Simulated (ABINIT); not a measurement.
# Quasiparticle gap of BaTiO3 (Pm-3m) in ABINIT

Wanted: ground state, empty states, screening and self-energy for BaTiO3 (Pm-3m).

Program: ABINIT 10.8.3. Level of theory: LDA and many-body steps on it, plane waves. Results are calculated unless marked as measured.

**Experimental background.**

- Gap 3.2 eV: optical gap from first-derivative diffuse reflectance spectrum; UV-vis diffuse reflectance; powder (“Influence of Rapid Heat Treatment on the Photocatalytic Activity and Stability of Barium Titanates Against a Broad Range of Pollutants”, 2024, pmc:11596716).

- Gap 3.28 eV: optical gap from first-derivative diffuse reflectance spectrum; UV-vis diffuse reflectance; powder (commercial cubic reference powder, crystallite size 31.8 nm) (“Influence of Rapid Heat Treatment on the Photocatalytic Activity and Stability of Barium Titanates Against a Broad Range of Pollutants”, 2024, pmc:11596716).

### 1. The starting structure

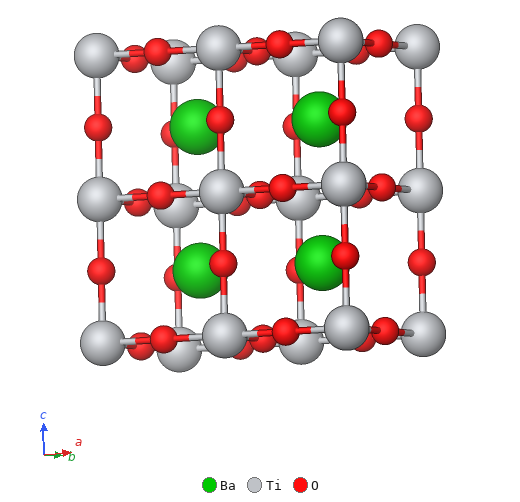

Start, viewed from a free direction; barium green, titanium light grey, oxygen red. 2×1×2 cells are drawn. Some periodic images of atoms are drawn too.

The cell and positions come from the Crystallography Open Database and are kept as given unless a step says otherwise. Spin-orbit coupling is left out unless a step names it.

### 2. Ground state

This step: ABINIT 10.8.3; DFT, LDA, plane waves, norm-conserving pseudopotentials.

The ground-state density comes first.

File run.abi:

```
acell 3*1.0 Angstrom
rprim 
  4.006000000000 0.000000000000 0.000000000000
  0.000000000000 4.006000000000 0.000000000000
  0.000000000000 0.000000000000 4.006000000000
ntypat 3
znucl 56 22 8
natom 5
typat 1 2 3 3 3
xred 
  0.500000000000 0.500000000000 0.500000000000
  0.000000000000 0.000000000000 0.000000000000
  0.500000000000 0.000000000000 0.000000000000
  0.000000000000 0.500000000000 0.000000000000
  0.000000000000 0.000000000000 0.500000000000
pp_dirpath "pseudos"
pseudos "Ba.upf, Ti.upf, O.upf"
ecut 38
ngkpt 6 6 6
nshiftk 1
shiftk 0 0 0
kptopt 1
chksymbreak 0
nband 26
occopt 1
tolvrs 1e-10
nstep 60
prtwf 0
indata_prefix "in"
outdata_prefix "out"
tmpdata_prefix "tmp"
```

Launch:

```bash
> OMP_NUM_THREADS=1 mpirun -n 8 abinit run.abi > log
```

Numbers of over 12 decimals in the logs are rounded to 6 here.

Output:

```text
.Version 10.8.3 of ABINIT. v10.8.2 released Aug 2026.

 Symmetries : space group Pm -3 m (#221); Bravais cP (primitive cubic)
================================================================================
 Values of the parameters that define the memory need of the present run
     intxc =       0    ionmov =       0      iscf =       7    lmnmax =       6
     lnmax =       6     mgfft =      45  mpssoang =       3    mqgrid =    3001
     natom =       5  nloc_mem =       1    nspden =       1   nspinor =       1
    nsppol =       1      nsym =      48    n1xccc =    2501    ntypat =       3
    occopt =       1   xclevel =       1
-    mband =          26        mffmem =           1         mkmem =           3
       mpw =        4874          nfft =       91125          nkpt =          20
================================================================================
  Rough estimation (10% accuracy) of disk space for files :
================================================================================

--------------------------------------------------------------------------------
------------- Echo of variables that govern the present computation ------------
--------------------------------------------------------------------------------
 -outvars: echo values of preprocessed input variables --------
            acell      1.8897261259E+00  1.8897261259E+00  1.8897261259E+00 Bohr

      chksymbreak           0
             ecut      3.80000000E+01 Hartree
-          fftalg         312

              ixc       -1012
              kpt      0.00000000E+00  0.00000000E+00  0.00000000E+00
                       1.66666667E-01  0.00000000E+00  0.00000000E+00
                       3.33333333E-01  0.00000000E+00  0.00000000E+00
                       5.00000000E-01  0.00000000E+00  0.00000000E+00
                       1.66666667E-01  1.66666667E-01  0.00000000E+00
                       3.33333333E-01  1.66666667E-01  0.00000000E+00
                       5.00000000E-01  1.66666667E-01  0.00000000E+00
                       3.33333333E-01  3.33333333E-01  0.00000000E+00
                       5.00000000E-01  3.33333333E-01  0.00000000E+00
   [... 9 further rows ...]
                       5.00000000E-01  5.00000000E-01  3.33333333E-01
                       5.00000000E-01  5.00000000E-01  5.00000000E-01
         kptrlatt        6    0    0      0    6    0      0    0    6
          kptrlen      4.54214572E+01
P           mkmem           3
            natom           5
            nband          26
            ngfft          45      45      45
             nkpt          20
            nstep          60
             nsym          48
           ntypat           3
              occ      2.000000  2.000000  2.000000  2.000000  2.000000  2.000000
                       2.000000  2.000000  2.000000  2.000000  2.000000  2.000000
                       2.000000  2.000000  2.000000  2.000000  2.000000  2.000000
                       2.000000  2.000000  0.000000  0.000000  0.000000  0.000000
                       0.000000  0.000000
            prtwf           0
            rprim      4.0060000000E+00  0.0000000000E+00  0.0000000000E+00
[...]
spgroup         221

           tolvrs      1.00000000E-10

             xred      5.0000000000E-01  5.0000000000E-01  5.0000000000E-01
[...]
znucl       56.00000   22.00000    8.00000

================================================================================

 chkinp: Checking input parameters for consistency.

================================================================================
== DATASET  1 ==================================================================
-   mpi_nproc: 8, omp_nthreads: 1 (-1 if OMP is not activated)

--- !DatasetInfo
iteration_state: {dtset: 1, }
dimensions: {natom: 5, nkpt: 20, mband: 26, nsppol: 1, nspinor: 1, nspden: 1, mpw: 4874, }
cutoff_energies: {ecut:  38.0, pawecutdg:  -1.0, }
electrons: {nelect:   4.00000000E+01, charge:   0.00000000E+00, occopt:   1.00000000E+00, tsmear:   1.00000000E-02, }

 Real(R)+Recip(G) space primitive vectors, cartesian coordinates (Bohr,Bohr^-1):
 R(1)=  7.5702429  0.0000000  0.0000000  G(1)=  0.1320962  0.0000000  0.0000000
 R(2)=  0.0000000  7.5702429  0.0000000  G(2)=  0.0000000  0.1320962  0.0000000
 R(3)=  0.0000000  0.0000000  7.5702429  G(3)=  0.0000000  0.0000000  0.1320962
 Unit cell volume ucvol=  4.3383985E+02 bohr^3
 Angles (23,13,12)=  9.00000000E+01  9.00000000E+01  9.00000000E+01 degrees

 getcut: wavevector=  0.0000  0.0000  0.0000  ngfft=  45  45  45
         ecut(hartree)=     38.000   => boxcut(ratio)=   2.09453

--- Pseudopotential description ------------------------------------------------
- Ba Generated using ONCVPSP code by D. R. Hamann
- 56.00000  10.00000  180309                  znucl, zion, pspdat
12 -1012 2 -1 1912                            pspcod,pspxc,lmax,lloc,mmax
     nproj     2     2     2
  pspatm : epsatm=   25.95172157
         --- l  ekb(1:nproj) -->
[...]
pspatm: atomic psp has been read  and splines computed

- Ti Generated using ONCVPSP code by D. R. Hamann
- 22.00000  12.00000  180309                  znucl, zion, pspdat
12 -1012 2 -1 1568                            pspcod,pspxc,lmax,lloc,mmax
[...]
ETOT  5  -137.37493007934    -5.539E-02 4.758E-03 9.645E+01
 ETOT  6  -137.39241429644    -1.748E-02 1.852E-02 1.309E+01
 ETOT  7  -137.39506064776    -2.646E-03 1.318E-02 5.329E-01
 ETOT  8  -137.39516738396    -1.067E-04 4.393E-03 2.820E-02
 ETOT  9  -137.39517301565    -5.632E-06 3.929E-03 1.155E-04
 ETOT 10  -137.39517303507    -1.942E-08 1.550E-03 2.102E-05
 ETOT 11  -137.39517303975    -4.683E-09 2.388E-03 4.907E-08
 ETOT 12  -137.39517303977    -1.390E-11 1.592E-03 1.831E-08
 ETOT 13  -137.39517303977    -6.395E-12 1.967E-03 9.173E-11

 At SCF step   13       vres2   =  9.17E-11 < tolvrs=  1.00E-10 =>converged.

 Cartesian components of stress tensor (hartree/bohr^3)
  sigma(1 1)=  3.17516803E-04  sigma(3 2)=  0.00000000E+00
  sigma(2 2)=  3.17516803E-04  sigma(3 1)=  0.00000000E+00
  sigma(3 3)=  3.17516803E-04  sigma(2 1)=  0.00000000E+00

--- !ResultsGS
iteration_state: {dtset: 1, }
comment   : Summary of ground state results
lattice_vectors:
- [  7.5702429,   0.0000000,   0.0000000, ]
- [  0.0000000,   7.5702429,   0.0000000, ]
- [  0.0000000,   0.0000000,   7.5702429, ]
lattice_lengths: [   7.57024,    7.57024,    7.57024, ]
lattice_angles: [ 90.000,  90.000,  90.000, ] # degrees, (23, 13, 12)
lattice_volume:   4.3383985E+02
convergence: {deltae: -6.395E-12, res2:  9.173E-11, residm:  1.967E-03, diffor: null, }
etotal    :  -1.37395173E+02
entropy   :   0.00000000E+00
fermie    :   2.29449544E-01
cartesian_stress_tensor: # hartree/bohr^3
- [  3.17516803E-04,   0.00000000E+00,   0.00000000E+00, ]
- [  0.00000000E+00,   3.17516803E-04,   0.00000000E+00, ]
- [  0.00000000E+00,   0.00000000E+00,   3.17516803E-04, ]
pressure_GPa:  -9.3417E+00
xred      :
- [  5.0000E-01,   5.0000E-01,   5.0000E-01, Ba]
- [  0.0000E+00,   0.0000E+00,   0.0000E+00, Ti]
- [  5.0000E-01,   0.0000E+00,   0.0000E+00,  O]
- [  0.0000E+00,   5.0000E-01,   0.0000E+00,  O]
- [  0.0000E+00,   0.0000E+00,   5.0000E-01,  O]
cartesian_forces: # hartree/bohr
- [ -0.00000000E+00,  -0.00000000E+00,  -0.00000000E+00, ]
- [ -0.00000000E+00,  -0.00000000E+00,  -0.00000000E+00, ]
- [ -0.00000000E+00,  -0.00000000E+00,  -0.00000000E+00, ]
- [ -0.00000000E+00,  -0.00000000E+00,  -0.00000000E+00, ]
- [ -0.00000000E+00,  -0.00000000E+00,  -0.00000000E+00, ]
force_length_stats: {min:   0.00000000E+00, max:   0.00000000E+00, mean:   0.00000000E+00, }

 Integrated electronic density in atomic spheres:
 ------------------------------------------------
 Atom  Sphere_radius  Integrated_density
[...]
================================================================================

 ----iterations are completed or convergence reached----

 Mean square residual over all n,k,spin=   12.164E-06; max=  19.674E-04
 reduced coordinates (array xred) for    5 atoms
       0.500000000000      0.500000000000      0.500000000000
       0.000000000000      0.000000000000      0.000000000000
       0.500000000000      0.000000000000      0.000000000000
       0.000000000000      0.500000000000      0.000000000000
       0.000000000000      0.000000000000      0.500000000000
 rms dE/dt=  0.0000E+00; max dE/dt=  0.0000E+00; dE/dt below (all hartree)
    1       0.000000000000      0.000000000000      0.000000000000
    2       0.000000000000      0.000000000000      0.000000000000
    3       0.000000000000      0.000000000000      0.000000000000
    4       0.000000000000      0.000000000000      0.000000000000
    5       0.000000000000      0.000000000000      0.000000000000

 cartesian coordinates (angstrom) at end:
    1      2.003000     2.003000     2.003000
    2      0.000000     0.000000     0.000000
    3      2.003000     0.000000     0.000000
    4      0.000000     2.003000     0.000000
    5      0.000000     0.000000     2.003000

 cartesian forces (hartree/bohr) at end:
[...]
frms,max,avg= 0.0000000E+00 0.0000000E+00   0.000E+00  0.000E+00  0.000E+00 h/b

 cartesian forces (eV/Angstrom) at end:
    1     -0.000000    -0.000000    -0.000000
    2     -0.000000    -0.000000    -0.000000
    3     -0.000000    -0.000000    -0.000000
    4     -0.000000    -0.000000    -0.000000
    5     -0.000000    -0.000000    -0.000000
 frms,max,avg= 0.0000000E+00 0.0000000E+00   0.000E+00  0.000E+00  0.000E+00 e/A
 length scales=  1.889726125908  1.889726125908  1.889726125908 bohr
              =  1.000000000000  1.000000000000  1.000000000000 angstroms
 prteigrs : about to open file out_EIG
 Fermi (or HOMO) energy (hartree) =   0.22945   Average Vxc (hartree)=  -0.43868
 Eigenvalues (hartree) for nkpt=  20  k points:
 kpt#   1, nband= 26, wtk=  0.00463, kpt=  0.0000  0.0000  0.0000 (reduced coord)
  -1.82725   -0.96548   -0.96548   -0.96548   -0.67842   -0.37785   -0.35159   -0.35159
  -0.13214   -0.13214   -0.13214    0.14483    0.14483    0.14483    0.18861    0.18861
   0.18861    0.22445    0.22445    0.22445    0.29238    0.29238    0.29238    0.37667
   0.37668    0.41214
 prteigrs : prtvol=0 or 1, do not print more k-points.

--- !EnergyTerms
iteration_state     : {dtset: 1, }
comment             : Components of total free energy in Hartree
kinetic             :  6.25229334481728E+01
hartree             :  2.95627043158907E+01
xc                  : -2.77144287930768E+01
Ewald energy        : -1.03574517516034E+02
psp_core            :  5.49715401797408E+00
local_psp           : -9.98981462526857E+01
non_local_psp       : -3.79087226001443E+00
total_energy        : -1.37395173039773E+02
total_energy_eV     : -3.73871312191866E+03
band_energy         : -1.09819524207878E+01

 Cartesian components of stress tensor (hartree/bohr^3)
  sigma(1 1)=  3.17516803E-04  sigma(3 2)=  0.00000000E+00
  sigma(2 2)=  3.17516803E-04  sigma(3 1)=  0.00000000E+00
  sigma(3 3)=  3.17516803E-04  sigma(2 1)=  0.00000000E+00

-Cartesian components of stress tensor (GPa)         [Pressure= -9.3417E+00 GPa]
- sigma(1 1)=  9.34166686E+00  sigma(3 2)=  0.00000000E+00
- sigma(2 2)=  9.34166686E+00  sigma(3 1)=  0.00000000E+00
- sigma(3 3)=  9.34166686E+00  sigma(2 1)=  0.00000000E+00

== END DATASET(S) ==============================================================
================================================================================

 -outvars: echo values of variables after computation  --------
           etotal     -1.3739517304E+02
            nband          26
             nkpt          20
          spgroup         221
 [... the other variables as echoed above ...]

 Calculation completed.
```

It took 24 s on 8 MPI ranks of Arm Neoverse V1, shared host; peak memory 0.63 GiB; 3.2 min of CPU time.

Numbers from this step:

- total energy: -3738.7131 eV
- gap: 1.712 eV
- k of the valence top: 0.5, 0.5, 0.5
- k of the conduction bottom: 0, 0, 0
- least direct gap: 1.848 eV
- pressure: -9.342 GPa

The gap is indirect, with the least direct gap 0.14 eV higher.

The cutoff was set for levels, not for stress, so the pressure can be off by some GPa.

[end of part 1 of 3]

[Paths, hosts, dates, memory and timing lines, banners, echoed tables and standing remarks are left out of the program output.]

[Logs are printed without paths, hosts, clocks, repeated set-up lines and the standing remarks that a program may print on its own settings, such as how far it seeks lower states.]

[Runs of the session that timed out or met a known fault of the program may be left out.]

[Hosts, paths, dates, database ids (printed as entryN), source tags and the programs' standing remarks are cut or masked in the printed files.]

[G0W0 gaps are taken among the corrected bands and points alone; a level outside them can change the order at an edge.]

[Where Ansatz stands beside ABINIT at settings called matched, ABINIT's density can come from a denser mesh and the files from another edition; pairs whose starting gaps differed by over 0.03 eV were left out, so agreement reads better than it is.]
